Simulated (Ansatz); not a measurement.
# Ba3PbO (model cell, started as antiperovskite): following an unstable mode, part 2 of 3

Wanted: the energy along a soft mode of Ba3PbO (model cell, started as antiperovskite) and the structure at the end.

Ansatz 0.2.0; DFT PBEsol, scalar-relativistic, plane waves, PAW; PAW set soft_1.

So far, highest frequency on the path or at a solved wavevector (cm⁻¹): step 2 (the dispersion) 284. Also lowest frequency on the path (cm⁻¹): step 2 -14.1.

The structure was built from a prototype and need not be the compound's stable phase.

### Step 5. Energy along the mode, all amplitudes (two of the runs are shown above)

An imaginary frequency means negative curvature, so the energy should fall and then rise again as anharmonic terms take over.

This step gave:

```
depth at the lowest point sampled  : 0.288 meV/atom
largest atomic shift at that point : 0.14 Å
```

The energy from the parent by largest atomic shift:

| largest atomic shift (Å) | energy from the parent (meV/atom) |
| --- | --- |
| 0.000 | 0 |
| 0.040 | -0.033 |
| 0.080 | -0.121 |
| 0.140 | -0.288 |
| 0.220 | -0.285 |
| 0.320 | 0.996 |
| 0.450 | 7.54 |

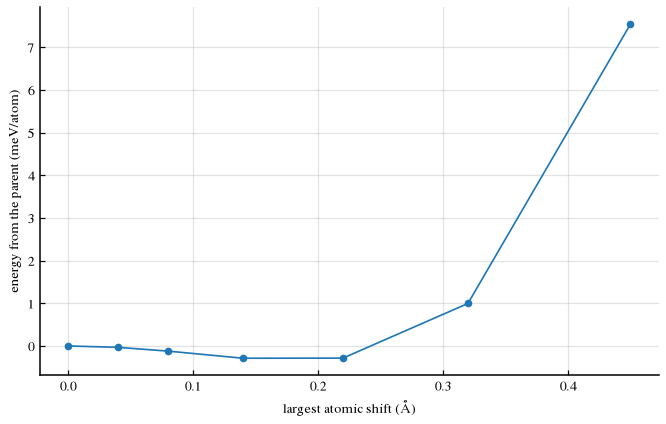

Energy from the parent against largest atomic shift.

Displacement at unit largest shift by atom:

```
atom   x (Å)   y (Å)   z (Å)   size
 Pb1   0.000   0.000   0.000  0.000
 Pb2   0.000   0.000   0.000  0.000
  O3   0.000   0.000   0.000  0.000
  O4   0.000   0.000   0.000  0.000
 Ba5  -0.707   0.707   0.000  1.000
 Ba6   0.707  -0.707   0.000  1.000
 Ba7   0.000   0.000   0.707  0.707
 Ba8   0.000   0.000  -0.707  0.707
 Ba9   0.000   0.000   0.707  0.707
Ba10   0.000   0.000  -0.707  0.707
```

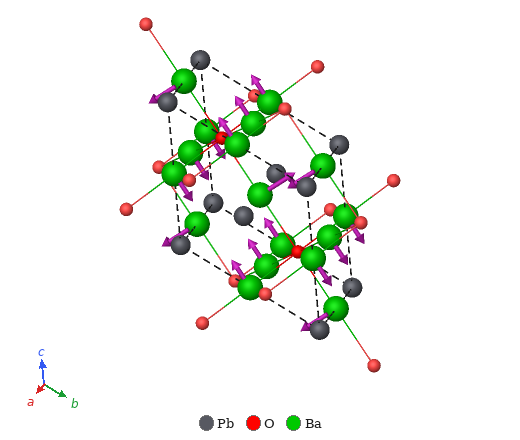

Displacement at unit largest shift as arrows, the longest 1.000 Å. Some periodic images of atoms are drawn too.

The lowest of the steps tried is at 0.14 Å, 0.288 meV/atom below the parent; the bottom of the well need not coincide with a step.

### Step 6. Relaxation from the frozen mode

Starting from the lowest point found, all atoms and the cell are let go, so that strain and other modes of the same symmetry can join in.

Input file input.yaml:

```yaml
crystal:
  lattice:
    - [5.4139058655, 5.4139058655, 0.0]
    - [5.4139058655, 0.0, 5.4139058655]
    - [5.4139058655, 0.0, -5.4139058655]
  atoms:
    - { symbol: Pb, position: [0.0, 0.5, 0.5] }
    - { symbol: Pb, position: [0.0, 0.0, 0.0] }
    - { symbol: O, position: [0.5, 0.25, 0.75] }
    - { symbol: O, position: [0.5, 0.75, 0.25] }
    - { symbol: Ba, position: [0.5182853104, -0.0182853104, 0.9817146896] }
    - { symbol: Ba, position: [0.4817146896, 0.5182853104, 0.5182853104] }
    - { symbol: Ba, position: [0.0, 0.0091426552, 0.4908573448] }
    - { symbol: Ba, position: [0.0, 0.4908573448, 0.0091426552] }
    - { symbol: Ba, position: [0.5, 0.0091426552, 0.4908573448] }
    - { symbol: Ba, position: [0.5, 0.4908573448, 0.0091426552] }
kpoints:
  mp_grid: { grid: [8, 8, 8] }
hamiltonian:
  xc: pbesol
  pseudopotentials: { kind: paw, azcp: { folder: soft_1 }, xc_functional: pbe }
scf:
  occupations: { method: methfessel_paxton, width: 0.2 }
output:
  forces: true
  stress: true
  eigenvalues: true
relax:
  adjacent_minimum: "off"
  f_tol: 0.002
  max_steps: 120
  cell: { stress_tol: 0.03 }
```

Run with:

```console
ansatz run input.yaml --threads 8 --pin off --max-ram 16384MiB --backend cpu --events-out ev --progress --plain --runs-dir out
```

Numbers of over 12 decimals in the logs are rounded to 6 here.

The program printed:

```text
[...]
Crystal: 10 atoms, lattice volume = 317.367 Å³
Basis set: ecut = 420 eV, 6183 PW (Γ), exchange–correlation on 108×108×108 points (8 copies of the dense FFT grid, shifted against one another)
Bands: 60, of which v1, the nominal top of the filled ones, is band 50 counted from 1 (49 counted from 0)
Symmetry: 8 space group operations
[...]
k-points: 95 of 512
[...]
SCF iter   1: F=—  HF=-59829.222855 eV  |F-HF|=—  |Δ(HF+E_count)|=         —  Δρ=9.56e-2  dr2=3.53e1  ethr=3.10e-3  ⟨swp⟩=12.6  Hψ=31188  notcnv=0
[...]
SCF iter   9: F=-59821.956170 eV  HF=-59821.956170 eV  |F-HF|=3.47e-8  |Δ(HF+E_count)|=   1.16e-6  S|Δr|=    0.00e0  Δρ=4.71e-6  dr2=7.79e-8  ethr=1.00e-10  ⟨swp⟩=12.9  Hψ=31804  notcnv=0
SCF 1 converged in 9 iterations: F = -59821.956170 eV  dr2 = 7.79e-8
[...]
relax step   1: F+E_penalty+E_count = -59821.95617043 eV  Δ(F+E_penalty+E_count) = +0.000e0 eV  max|allowed force component| = 6.511e-3 eV/Å  Δτ_max = 0.0000 Å  P = +0.008 GPa  Ω = 317.367 Å³  (9 SCF iters, dr2 threshold 1.00e-7 eV, accepted)
Crystal: 10 atoms, lattice volume = 317.468 Å³
[...]
SCF iter   6: F=-59821.956286 eV  HF=-59821.956286 eV  |F-HF|=6.55e-10  |Δ(HF+E_count)|=   3.12e-9  S|Δr|=    0.00e0  Δρ=6.19e-7  dr2=2.17e-9  ethr=3.98e-12  ⟨swp⟩=3.1  Hψ=22863  notcnv=0
SCF 2 converged in 6 iterations: F = -59821.956286 eV  dr2 = 2.17e-9
relax step   2: F+E_penalty+E_count = -59821.95628646 eV  Δ(F+E_penalty+E_count) = -1.160e-4 eV  max|allowed force component| = 5.735e-3 eV/Å  Δτ_max = 0.0041 Å  P = -0.005 GPa  Ω = 317.468 Å³  energy of the carried Pulay correction = -4.674e-5 eV  (6 SCF iters, dr2 threshold 3.98e-9 eV, accepted)
Crystal: 10 atoms, lattice volume = 317.524 Å³
Basis set: ecut = 420 eV, 6195 PW (Γ), exchange–correlation on 108×108×108 points (8 copies of the dense FFT grid, shifted against one another)
[...]
SCF iter   8: F=-59821.956550 eV  HF=-59821.956550 eV  |F-HF|=1.60e-10  |Δ(HF+E_count)|=  4.87e-10  S|Δr|=    0.00e0  Δρ=1.80e-7  dr2=2.61e-10  ethr=2.06e-12  ⟨swp⟩=4.3  Hψ=17415  notcnv=0
SCF 3 converged in 8 iterations: F = -59821.956550 eV  dr2 = 2.61e-10
relax step   3: F+E_penalty+E_count = -59821.95655000 eV  Δ(F+E_penalty+E_count) = -2.635e-4 eV  max|allowed force component| = 1.009e-2 eV/Å  Δτ_max = 0.0184 Å  P = -0.011 GPa  Ω = 317.524 Å³  energy of the carried Pulay correction = -7.283e-5 eV  (8 SCF iters, dr2 threshold 2.06e-9 eV, accepted)
[...]
relax step   4: F+E_penalty+E_count = -59821.95669208 eV  Δ(F+E_penalty+E_count) = -1.421e-4 eV  max|allowed force component| = 1.384e-2 eV/Å  Δτ_max = 0.0297 Å  P = -0.003 GPa  Ω = 317.472 Å³  energy of the carried Pulay correction = -4.862e-5 eV  (8 SCF iters, dr2 threshold 9.85e-9 eV, accepted)
[...]
relax step   5: F+E_penalty+E_count = -59821.95711093 eV  Δ(F+E_penalty+E_count) = -4.189e-4 eV  max|allowed force component| = 1.215e-3 eV/Å  Δτ_max = 0.0036 Å  P = +0.002 GPa  Ω = 317.429 Å³  energy of the carried Pulay correction = -2.891e-5 eV  (6 SCF iters, dr2 threshold 2.19e-8 eV, accepted)
[...]
SCF iter   6: F=-59821.957123 eV  HF=-59821.957123 eV  |F-HF|=3.64e-11  |Δ(HF+E_count)|=  1.46e-11  S|Δr|=    0.00e0  Δρ=2.88e-8  dr2=9.26e-12  ethr=1.00e-12  ⟨swp⟩=4.3  Hψ=17191  notcnv=0
SCF 6 converged in 6 iterations: F = -59821.957123 eV  dr2 = 9.26e-12
relax step   6: F+E_penalty+E_count = -59821.95712281 eV  Δ(F+E_penalty+E_count) = -1.188e-5 eV  max|allowed force component| = 1.228e-3 eV/Å  Δτ_max = 0.0000 Å  P = +0.002 GPa  Ω = 317.429 Å³  stress off target by 6.18e-3 GPa  SCF on the basis re-selected at this cell (its energy is not comparable with the rows above)  (6 SCF iters)
basis re-selected at this cell: Δ(F+E_penalty+E_count) = -1.188e-5 eV, ΔP = +0.000 GPa vs the last step (what re-selecting the basis moved, of the pressure what is left beyond the Pulay correction that the steps carried, after the strain that the cell walked since its last selection, with what the two solves' SCF thresholds leave and, on support functions, any second-order correction that the steps lacked; it is no m [...]
SCF converged after 6 iterations
[...]
Free energy (F): -59821.957123 eV
[...]
Internal energy: -59821.968539 eV  (E = F + TS)
E sigma→0 (E₀):  -59821.959977 eV
Entropy (-TS):   0.011416 eV (1.142 meV/atom)
Fermi energy:    9.715553 eV
[...]
--- Forces (eV/Å), atoms counted from 1 ---
  atom   1  Pb    -0.00055851     0.00055851     0.00000000
  atom   2  Pb     0.00055851    -0.00055851     0.00000000
  atom   3  O      0.00000000     0.00000000    -0.00000000
  atom   4  O      0.00000000     0.00000000     0.00000000
  atom   5  Ba     0.00122755    -0.00122755     0.00000000
  atom   6  Ba    -0.00122755     0.00122755     0.00000000
  atom   7  Ba    -0.00000000    -0.00000000     0.00115494
  atom   8  Ba     0.00000000     0.00000000    -0.00115494
  atom   9  Ba    -0.00000000    -0.00000000     0.00115494
  atom  10  Ba    -0.00000000     0.00000000    -0.00115494
  max |Σ_I F_I| component: 8.67e-19 eV/Å
--- Stress (GPa, compression-positive) ---
        0.000635      -0.001457       0.000000
       -0.001457       0.000635       0.000000
        0.000000       0.000000       0.006181
  P = ⅓ Tr σ = 0.0025 GPa (0.025 kbar)
--- Band table (eV; the first three rows and the last of 95) ---
  k-point 0: bands = [... 46 lower, 9.5698, 9.6069, 9.6446, 9.8811, 9.9188, 9.9290, 10.1754, 10.1842, ... 6 higher]
  k-point 1: bands = [... 46 lower, 9.4229, 9.4412, 9.5393, 9.5772, 9.8846, 9.8916, 10.1871, 10.4437, ... 6 higher]
  k-point 2: bands = [... 46 lower, 9.2110, 9.2187, 9.3506, 9.3572, 10.0288, 10.0356, 10.4440, 10.9243, ... 6 higher]
  k-point 94: bands = [... 46 lower, 8.7179, 8.7179, 8.8121, 8.8121, 10.7817, 10.7817, 11.0883, 11.0883, ... 6 higher]
--- Relaxed structure (5 steps of the walk, 5 accepted, 1 SCFs on fresh bases) ---
  F+E_penalty+E_count = -59821.95712281 eV   max|allowed force component| = 1.228e-3 eV/Å   (the final SCF, on the basis selected at the relaxed cell)
  cell:  # Å, volume = 317.4293 Å³
    - [5.413395, 5.413395, 0.0]
    - [5.416619, -0.00322447, 5.409542]
    - [5.416619, -0.00322447, -5.409542]
  atoms:
    - { symbol: Pb, position: [0.000437088, 0.499563, 0.499563] }
    - { symbol: Pb, position: [-0.000437088, 0.000437088, 0.000437088] }
    - { symbol: O, position: [0.500000, 0.250000, 0.75] }
    - { symbol: O, position: [0.500000, 0.75, 0.250000] }
    - { symbol: Ba, position: [0.525334, -0.025334, 0.974666] }
    - { symbol: Ba, position: [0.474666, 0.525334, 0.525334] }
    - { symbol: Ba, position: [-1.0842021724855044e-19, 0.012682, 0.487318] }
    - { symbol: Ba, position: [-1.0842021724855044e-19, 0.487318, 0.012682] }
    - { symbol: Ba, position: [0.500000, 0.012682, 0.487318] }
    - { symbol: Ba, position: [0.500000, 0.487318, 0.012682] }
```

Elapsed: 2 min, on 8 threads of Arm Neoverse V1, shared host; peak memory 2.1 GiB; 16 min of CPU time.

Step by step:

| step | energy less that of the first step (eV) | largest force component (eV/Å) | pressure (GPa) | volume (Å³) |
| --- | --- | --- | --- | --- |
| 1 | 0.0000 | 0.0065 | 0.01 | 317.37 |
| 2 | -0.0001 | 0.0057 | 0.00 | 317.47 |
| 3 | -0.0004 | 0.0101 | -0.01 | 317.52 |
| 4 | -0.0005 | 0.0138 | 0.00 | 317.47 |
| 5 | -0.0009 | 0.0012 | 0.00 | 317.43 |
| 6* | -0.0010 | 0.0012 | 0.00 | 317.43 |

Relaxation steps marked * repeat the geometry before them on a plane-wave basis chosen anew for their cell, so energy and pressure can jump there.

Forces are held to the 8 operations that the run works with; a distortion that breaks them can't arise in this run.

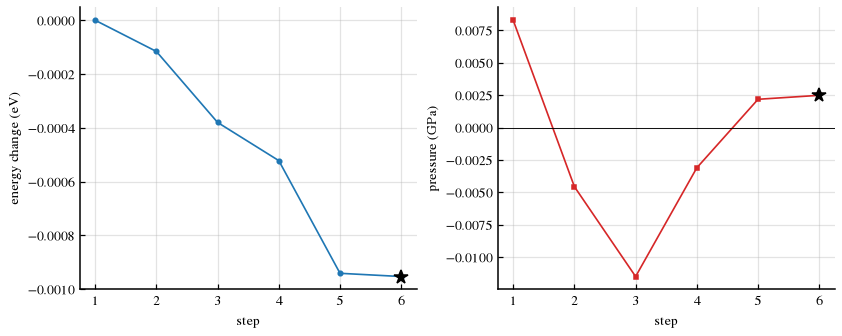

Energy and pressure along the relaxation. Stars mark steps on a basis chosen anew.

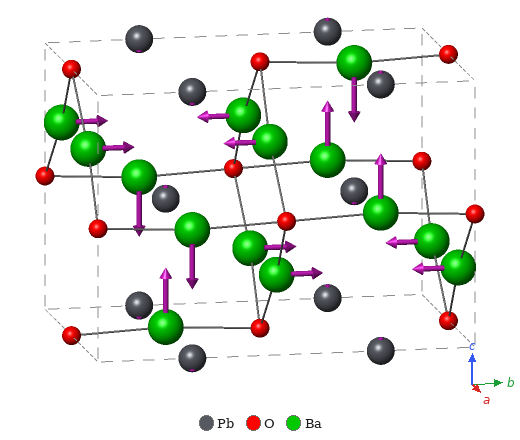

Displacements in the relaxation, exaggerated, measured against the changing cell; the longest in the cell stands for 0.05 Å. Some periodic images of atoms are drawn too.

| conventional cell, symmetrised | before | after | change |
| --- | --- | --- | --- |
| a (Å) | 7.656 | 7.656 | -0.0 % |
| b (Å) | 10.828 | 10.819 | -0.1 % |
| c (Å) | 7.656 | 7.665 | +0.1 % |
| volume (Å³/atom) | 31.74 | 31.74 | +0.0 % |

The atoms that moved most (Å, as changes of fractional coordinates times the final cell):

```
atom      dx      dy      dz  length
 Ba5  -0.038   0.038   0.000   0.054
 Ba6   0.038  -0.038   0.000   0.054
 Ba8   0.000   0.000  -0.038   0.038
 Ba7   0.000   0.000   0.038   0.038
Ba10   0.000   0.000  -0.038   0.038
 Ba9   0.000   0.000   0.038   0.038
```

Numbers from this step:

- pressure: 0.002484 GPa

The distorted start has space group Imma; the relaxation ends in Imma.

### Step 7. The new phase in its own primitive cell

The relaxed structure is symmetrised, reduced to its primitive cell and relaxed tightly, as its phonons need.

input.yaml, the sections that differ from step 6:

```yaml
crystal:
  lattice:
    - [-3.8278483169, 5.409541704, 3.8324084114]
    - [3.8278483169, -5.409541704, 3.8324084114]
    - [3.8278483169, 5.409541704, -3.8324084114]
  atoms:
    - { symbol: Pb, position: [0.2495629115, 0.9995629115, 0.25] }
    - { symbol: Pb, position: [0.7504370885, 0.0004370885, 0.75] }
    - { symbol: O, position: [0.5, 0.5, 0.0] }
    - { symbol: O, position: [0.0, 0.5, 0.5] }
    - { symbol: Ba, position: [0.7246662417, 0.4746662417, 0.25] }
    - { symbol: Ba, position: [0.2753337583, 0.5253337583, 0.75] }
    - { symbol: Ba, position: [0.2373175306, 0.0, 0.7373175306] }
    - { symbol: Ba, position: [0.7626824694, 0.0, 0.2626824694] }
    - { symbol: Ba, position: [0.2373175306, 0.5, 0.2373175306] }
    - { symbol: Ba, position: [0.7626824694, 0.5, 0.7626824694] }
relax:
  adjacent_minimum: "off"
  f_tol: 0.001
  max_steps: 60
  cell: { stress_tol: 0.01 }
# kpoints, hamiltonian, scf, output: as in step 6
```

The program printed:

```text
[...]
Crystal: 10 atoms, lattice volume = 317.429 Å³
Basis set: ecut = 420 eV, 6183 PW (Γ), exchange–correlation on 108×108×108 points (8 copies of the dense FFT grid, shifted against one another)
Bands: 60, of which v1, the nominal top of the filled ones, is band 50 counted from 1 (49 counted from 0)
Symmetry: 8 space group operations
[...]
k-points: 95 of 512
[...]
- { symbol: O, position: [0.5, 0.5, 0] }
    - { symbol: O, position: [0, 0.500000, 0.500000] }
    - { symbol: Ba, position: [0.724712, 0.474712, 0.250000] }
    - { symbol: Ba, position: [0.275288, 0.525288, 0.750000] }
    - { symbol: Ba, position: [0.237297, 0.0, 0.737297] }
    - { symbol: Ba, position: [0.762703, -5.551115123125783e-17, 0.262703] }
    - { symbol: Ba, position: [0.237297, 0.5, 0.237297] }
    - { symbol: Ba, position: [0.762703, 0.500000, 0.762703] }
[key lines of the parts left out:]
SCF converged after 8 iterations
Free energy (F): -59821.957123 eV
Fermi energy:    9.714913 eV
P = ⅓ Tr σ = 0.0003 GPa (0.003 kbar)
```

Wall time 89 s (8 threads); peak memory 2.1 GiB; 12 min of CPU time.

Little changed from the start: no atom moved by 0.005 Å and no cell edge by 0.1 %.

Numbers from this step:

```yaml
pressure: 2.96e-4 GPa
```

The largest force component left is 0.81 meV/Å and the pressure is 0.000 GPa, within the tolerances set. The cell now holds 31.74 Å³/atom.

(Part 2 of 3 ends here.)

[Logs are printed without paths, hosts, clocks, repeated set-up lines and the standing remarks that a program may print on its own settings, such as how far it seeks lower states.]

[Hosts, paths, dates, database ids (printed as entryN), source tags and the programs' standing remarks are cut or masked in the printed files.]
